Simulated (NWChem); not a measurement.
Run report: O₃, energy and gradient calculation (part 3 of 3)

Continued. System: O₃, SMILES O=[O+][O-]. Method: B3LYP/6-31G*, RKS (NWChem 7.3.0). The geometry comes from this level: PBE0-D4/def2-TZVP.

Geometry of the input (Å):
```
O  0.8487  -0.5359  0.4095
O  -0.2289  -0.3176  -0.1594
O  -0.6198  0.8535  -0.2501
```

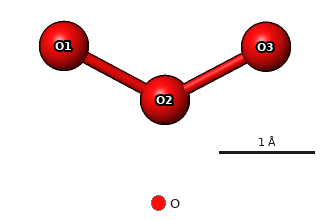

The structure as given in the input (ball-and-stick view, seen at an oblique angle; atoms are numbered from 1 in the order of the input).

Output, continued
```
 Vector   26  Occ=0.000000D+00  E= 1.357834D+00
              MO Center= -1.1D-01, -1.6D-01, -7.9D-02, r^2= 1.5D+00
   Bfn.  Coefficient  Atom+Function         Bfn.  Coefficient  Atom+Function
  ----- ------------  ---------------      ----- ------------  ---------------
    20      2.733104  2 O  s                  6     -1.416038  1 O  s
    34     -1.393365  3 O  s                 16     -0.892436  2 O  s
    36      0.691970  3 O  py                 7      0.634430  1 O  px
    22      0.514376  2 O  py                 2      0.484051  1 O  s
    30      0.474877  3 O  s                 21      0.382552  2 O  px

 Vector   27  Occ=0.000000D+00  E= 1.358086D+00
              MO Center=  5.9D-02,  8.5D-02,  4.1D-02, r^2= 2.1D+00
   Bfn.  Coefficient  Atom+Function         Bfn.  Coefficient  Atom+Function
  ----- ------------  ---------------      ----- ------------  ---------------
     6      2.620473  1 O  s                 34     -2.632648  3 O  s
    21     -1.628979  2 O  px                22      1.545038  2 O  py
    36      1.234767  3 O  py                 7     -1.120453  1 O  px
     2     -1.059302  1 O  s                 30      1.063443  3 O  s
    23     -0.731279  2 O  pz                 9     -0.597712  1 O  pz

 Vector   28  Occ=0.000000D+00  E= 1.374646D+00
              MO Center= -4.4D-02, -6.1D-02, -3.1D-02, r^2= 1.3D+00
   Bfn.  Coefficient  Atom+Function         Bfn.  Coefficient  Atom+Function
  ----- ------------  ---------------      ----- ------------  ---------------
    25      0.359373  2 O  d -1              39     -0.355441  3 O  d -1
    12      0.304777  1 O  d  0              26     -0.281379  2 O  d  0
    27      0.272422  2 O  d  1              28      0.234947  2 O  d  2
    13     -0.212989  1 O  d  1              38      0.195928  3 O  d -2
    14     -0.164289  1 O  d  2              24     -0.149669  2 O  d -2

 Vector   29  Occ=0.000000D+00  E= 1.415302D+00
              MO Center= -6.7D-02, -9.3D-02, -4.6D-02, r^2= 1.2D+00
   Bfn.  Coefficient  Atom+Function         Bfn.  Coefficient  Atom+Function
  ----- ------------  ---------------      ----- ------------  ---------------
    25      0.412283  2 O  d -1              26      0.378495  2 O  d  0
    11      0.318810  1 O  d -1              24     -0.272464  2 O  d -2
    40      0.260870  3 O  d  0              41     -0.217641  3 O  d  1
    27     -0.193742  2 O  d  1              42     -0.179447  3 O  d  2
    10     -0.153160  1 O  d -2              39     -0.152048  3 O  d -1

 Vector   30  Occ=0.000000D+00  E= 1.435429D+00
              MO Center= -5.5D-02, -7.6D-02, -3.8D-02, r^2= 1.5D+00
   Bfn.  Coefficient  Atom+Function         Bfn.  Coefficient  Atom+Function
  ----- ------------  ---------------      ----- ------------  ---------------
    20      2.639290  2 O  s                  6     -1.424077  1 O  s
    34     -1.424112  3 O  s                 16     -0.782509  2 O  s
    36      0.722483  3 O  py                 7      0.673748  1 O  px
     2      0.546649  1 O  s                 30      0.546656  3 O  s
    22      0.543166  2 O  py                21      0.391451  2 O  px

 Vector   31  Occ=0.000000D+00  E= 1.766687D+00
              MO Center=  1.2D-01,  1.7D-01,  8.7D-02, r^2= 1.7D+00
   Bfn.  Coefficient  Atom+Function         Bfn.  Coefficient  Atom+Function
  ----- ------------  ---------------      ----- ------------  ---------------
    11      0.611840  1 O  d -1              40     -0.520848  3 O  d  0
    41      0.374653  3 O  d  1              10     -0.330439  1 O  d -2
    42      0.292480  3 O  d  2              14      0.102930  1 O  d  2
    13      0.083825  1 O  d  1              38      0.078535  3 O  d -2
     9      0.061947  1 O  pz                37     -0.061943  3 O  pz

 Vector   32  Occ=0.000000D+00  E= 1.768496D+00
              MO Center=  9.5D-02,  1.3D-01,  6.6D-02, r^2= 1.8D+00
   Bfn.  Coefficient  Atom+Function         Bfn.  Coefficient  Atom+Function
  ----- ------------  ---------------      ----- ------------  ---------------
     6      0.907622  1 O  s                 34     -0.907590  3 O  s
    21     -0.785869  2 O  px                22      0.743520  2 O  py
    41      0.508010  3 O  d  1              36      0.434850  3 O  py
    12     -0.392992  1 O  d  0               7     -0.388548  1 O  px
    14     -0.386971  1 O  d  2              23     -0.352988  2 O  pz

 Vector   33  Occ=0.000000D+00  E= 1.803846D+00
              MO Center=  6.1D-02,  8.4D-02,  4.2D-02, r^2= 1.7D+00
   Bfn.  Coefficient  Atom+Function         Bfn.  Coefficient  Atom+Function
  ----- ------------  ---------------      ----- ------------  ---------------
    11      0.445400  1 O  d -1              39      0.411621  3 O  d -1
    40      0.406626  3 O  d  0              12      0.380195  1 O  d  0
    10     -0.290226  1 O  d -2              38     -0.276155  3 O  d -2
    23      0.221495  2 O  pz                41     -0.214177  3 O  d  1
    13     -0.188583  1 O  d  1              25     -0.161739  2 O  d -1

 Vector   34  Occ=0.000000D+00  E= 1.845332D+00
              MO Center=  4.8D-02,  6.6D-02,  3.3D-02, r^2= 1.7D+00
   Bfn.  Coefficient  Atom+Function         Bfn.  Coefficient  Atom+Function
  ----- ------------  ---------------      ----- ------------  ---------------
    20      2.399880  2 O  s                  6     -1.133926  1 O  s
    34     -1.133977  3 O  s                 16     -0.828206  2 O  s
    22      0.700360  2 O  py                36      0.528487  3 O  py
     7      0.508166  1 O  px                21      0.504730  2 O  px
    41     -0.477093  3 O  d  1              12     -0.380100  1 O  d  0

 Vector   35  Occ=0.000000D+00  E= 2.060414D+00
              MO Center=  9.2D-02,  1.3D-01,  6.4D-02, r^2= 1.7D+00
   Bfn.  Coefficient  Atom+Function         Bfn.  Coefficient  Atom+Function
  ----- ------------  ---------------      ----- ------------  ---------------
    21      1.050595  2 O  px                22     -0.994012  2 O  py
     6     -0.797704  1 O  s                 34      0.797723  3 O  s
    10     -0.553954  1 O  d -2              42     -0.493860  3 O  d  2
    23      0.471891  2 O  pz                36     -0.469001  3 O  py
    38      0.392015  3 O  d -2               8      0.366547  1 O  py

 Vector   36  Occ=0.000000D+00  E= 2.318322D+00
              MO Center= -6.8D-02, -9.4D-02, -4.7D-02, r^2= 1.2D+00
   Bfn.  Coefficient  Atom+Function         Bfn.  Coefficient  Atom+Function
  ----- ------------  ---------------      ----- ------------  ---------------
    20      1.770187  2 O  s                 16     -1.062479  2 O  s
    22      0.711508  2 O  py                 6     -0.583618  1 O  s
    34     -0.583719  3 O  s                 27     -0.564057  2 O  d  1
    21      0.512752  2 O  px                26     -0.503982  2 O  d  0
    23      0.357073  2 O  pz                14      0.348532  1 O  d  2

 Vector   37  Occ=0.000000D+00  E= 2.422757D+00
              MO Center= -9.4D-03, -1.3D-02, -6.6D-03, r^2= 1.6D+00
   Bfn.  Coefficient  Atom+Function         Bfn.  Coefficient  Atom+Function
  ----- ------------  ---------------      ----- ------------  ---------------
    23      0.643422  2 O  pz                39      0.550765  3 O  d -1
    25      0.527344  2 O  d -1              26      0.484172  2 O  d  0
    12      0.448177  1 O  d  0              13     -0.381338  1 O  d  1
    21     -0.353491  2 O  px                24     -0.348511  2 O  d -2
     9     -0.345353  1 O  pz                37     -0.345349  3 O  pz

 Vector   38  Occ=0.000000D+00  E= 2.493431D+00
              MO Center= -5.4D-02, -7.5D-02, -3.8D-02, r^2= 1.3D+00
   Bfn.  Coefficient  Atom+Function         Bfn.  Coefficient  Atom+Function
  ----- ------------  ---------------      ----- ------------  ---------------
     6      0.708436  1 O  s                 34     -0.708374  3 O  s
    28      0.602574  2 O  d  2               2     -0.587615  1 O  s
    30      0.587638  3 O  s                 36      0.569449  3 O  py
     7     -0.518623  1 O  px                13     -0.436215  1 O  d  1
    42      0.431197  3 O  d  2              17     -0.338495  2 O  px

 Vector   39  Occ=0.000000D+00  E= 2.583640D+00
              MO Center= -6.0D-02, -8.4D-02, -4.2D-02, r^2= 1.5D+00
   Bfn.  Coefficient  Atom+Function         Bfn.  Coefficient  Atom+Function
  ----- ------------  ---------------      ----- ------------  ---------------
    25      0.638611  2 O  d -1              39      0.615604  3 O  d -1
    12     -0.521551  1 O  d  0              26     -0.499945  2 O  d  0
    27      0.484048  2 O  d  1              28      0.417464  2 O  d  2
    13      0.382205  1 O  d  1              38     -0.328003  3 O  d -2
    14      0.300617  1 O  d  2              24     -0.265974  2 O  d -2

 Vector   40  Occ=0.000000D+00  E= 2.627454D+00
              MO Center=  2.1D-02,  2.9D-02,  1.4D-02, r^2= 2.1D+00
   Bfn.  Coefficient  Atom+Function         Bfn.  Coefficient  Atom+Function
  ----- ------------  ---------------      ----- ------------  ---------------
    20      4.297983  2 O  s                  6     -2.215227  1 O  s
    34     -2.215260  3 O  s                 22      1.419116  2 O  py
    36      1.217891  3 O  py                 7      1.177622  1 O  px
    21      1.022769  2 O  px                38      0.769362  3 O  d -2
    23      0.712232  2 O  pz                35     -0.707818  3 O  px

 Vector   41  Occ=0.000000D+00  E= 2.837683D+00
              MO Center= -6.5D-02, -9.1D-02, -4.6D-02, r^2= 2.0D+00
   Bfn.  Coefficient  Atom+Function         Bfn.  Coefficient  Atom+Function
  ----- ------------  ---------------      ----- ------------  ---------------
     6      2.540661  1 O  s                 34     -2.540765  3 O  s
    21     -1.855761  2 O  px                22      1.755833  2 O  py
    36      1.495085  3 O  py                 7     -1.367750  1 O  px
    28     -1.190203  2 O  d  2              23     -0.833541  2 O  pz
     9     -0.726891  1 O  pz                38      0.609507  3 O  d -2

 Vector   42  Occ=0.000000D+00  E= 2.925210D+00
              MO Center= -2.8D-02, -3.9D-02, -2.0D-02, r^2= 1.8D+00
   Bfn.  Coefficient  Atom+Function         Bfn.  Coefficient  Atom+Function
  ----- ------------  ---------------      ----- ------------  ---------------
    20      3.380685  2 O  s                  6     -1.648260  1 O  s
    34     -1.648160  3 O  s                 24     -1.088308  2 O  d -2
    36      1.082269  3 O  py                 7      0.967398  1 O  px
    42      0.779484  3 O  d  2              13      0.588540  1 O  d  1
    14     -0.579783  1 O  d  2              22      0.535503  2 O  py

     ---------------------------------------------
      Total Density - Mulliken Population Analysis
     ---------------------------------------------

    Atom       Charge   Shell Charges
 -----------   ------   -------------------------------------------------------
    1 O    8     8.12   2.00  0.98  2.76  0.95  1.40  0.04
    2 O    8     7.76   2.00  0.99  2.76  0.82  1.06  0.12
    3 O    8     8.12   2.00  0.98  2.76  0.95  1.40  0.04

     -------------------------------------------
      Total Density - Lowdin Population Analysis
     -------------------------------------------

    Atom       Charge   Shell Charges
 -----------   ------   -------------------------------------------------------
    1 O    8     8.12   1.99  0.91  2.64  0.79  1.68  0.10
    2 O    8     7.76   1.99  0.85  2.56  0.61  1.46  0.29
    3 O    8     8.12   1.99  0.91  2.64  0.79  1.68  0.10

 center of mass
 --------------
 x =   0.00000000 y =   0.00000000 z =  -0.00000000

 moments of inertia (a.u.)
 ------------------
          78.376743537279          52.042070993196         -30.789419812712
          52.042070993196          80.679668277496          21.835735275392
         -30.789419812712          21.835735275392         129.851700295475

     Multipole analysis of the density
     ---------------------------------

     L   x y z        total         alpha         beta         nuclear
     -   - - -        -----         -----         ----         -------
     0   0 0 0     -0.000000    -12.000000    -12.000000     24.000000

     1   1 0 0     -0.134813     -0.067406     -0.067406      0.000000
     1   0 1 0     -0.187037     -0.093518     -0.093518      0.000000
     1   0 0 1     -0.093878     -0.046939     -0.046939      0.000000

     2   2 0 0    -11.789345    -22.419258    -22.419258     33.049170
     2   1 1 0      0.502392     13.265854     13.265854    -26.029316
     2   1 0 1     -0.627333     -8.013471     -8.013471     15.399609
     2   0 2 0    -11.955064    -21.926202    -21.926202     31.897341
     2   0 1 1      0.127233      5.524288      5.524288    -10.921342
     2   0 0 2    -10.881781     -9.092641     -9.092641      7.303501

            General Information
            -------------------
          SCF calculation type: DFT
          Wavefunction type:  closed shell.
          No. of atoms     :     3
          No. of electrons :    24
           Alpha electrons :    12
            Beta electrons :    12
          Charge           :     0
          Spin multiplicity:     1
          Use of symmetry is: off; symmetry adaption is: off
          Maximum number of iterations: 100
          AO basis - number of functions:    42
                     number of shells:    18
          Convergence on energy requested:  1.00D-08
          Convergence on density requested:  1.00D-05
          Convergence on gradient requested:  5.00D-04

              XC Information
              --------------
                         B3LYP Method XC Potential
                     Hartree-Fock (Exact) Exchange  0.200
                        Slater Exchange Functional  0.800 local
                    Becke 1988 Exchange Functional  0.720 non-local
              Lee-Yang-Parr Correlation Functional  0.810
                  VWN I RPA Correlation Functional  0.190 local

             Grid Information
             ----------------
          Grid used for XC integration:  xfine
          Radial quadrature: Mura-Knowles
          Angular quadrature: Lebedev.
          Tag              B.-S. Rad. Rad. Pts. Rad. Cut. Ang. Pts.
          ---              ---------- --------- --------- ---------
          O                   0.60      100           7.0      1454
          Grid pruning is: on
          Number of quadrature shells:   300
          Spatial weights used:  Erf1

          Convergence Information
          -----------------------
          Convergence aids based upon iterative change in
          total energy or number of iterations.
          Levelshifting, if invoked, occurs when the
          HOMO/LUMO gap drops below (HL_TOL):  1.00D-02
          DIIS, if invoked, will attempt to extrapolate
          using up to (NFOCK): 10 stored Fock matrices.

                    Damping( 0%)  Levelshifting(0.5)       DIIS
                  --------------- ------------------- ---------------
          dE  on:    start            ASAP                start
          dE off:    2 iters        100 iters           100 iters

      Screening Tolerance Information
      -------------------------------
          Density screening/tol_rho:  1.00D-11
          AO Gaussian exp screening on grid/accAOfunc:  18
          CD Gaussian exp screening on grid/accCDfunc:  20
          XC Gaussian exp screening on grid/accXCfunc:  20
          Schwarz screening/accCoul:  1.00D-09

                            NWChem DFT Gradient Module
                            --------------------------

                                        O3

  charge          =   0.00
  wavefunction    = closed shell

                         DFT ENERGY GRADIENTS

    atom               coordinates                        gradient
                 x          y          z           x          y          z
   1 O       1.603810  -1.012704   0.773843   -0.028323   0.005549  -0.014973
   2 O      -0.432558  -0.600177  -0.301222    0.018208   0.025274   0.012681
   3 O      -1.171252   1.612881  -0.472620    0.010115  -0.030824   0.002292

                 ----------------------------------------
                 |  Time  |  1-e(secs)   |  2-e(secs)   |
                 ----------------------------------------
                 |  CPU   |       0.00   |       0.07   |
                 ----------------------------------------
                 |  WALL  |       0.00   |       0.07   |
                 ----------------------------------------

 Task  times  cpu:        2.5s     wall:        2.5s
 Total times  cpu:        2.5s     wall:        2.5s
```

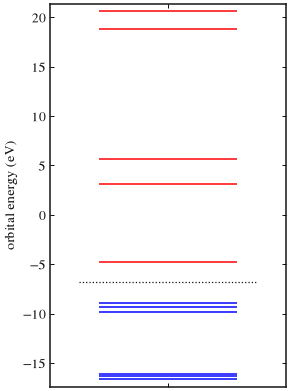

Orbital energies near the frontier; the dotted line parts filled from empty levels, and levels within 0.02 eV of each other stand side by side. Highest filled −8.97 eV, lowest empty −4.73 eV, 4.24 eV apart.

Key numbers

| quantity | value |
| --- | --- |
| outcome | converged |
| total energy | −225.399589 hartree |
| basis functions | 42 |
| largest force | 1.729 eV/Å |
| HOMO | −8.97 eV |
| LUMO | −4.73 eV |
| dipole moment | 0.63 D |
| wall time | 3 s |
| peak memory | 0.12 GiB |
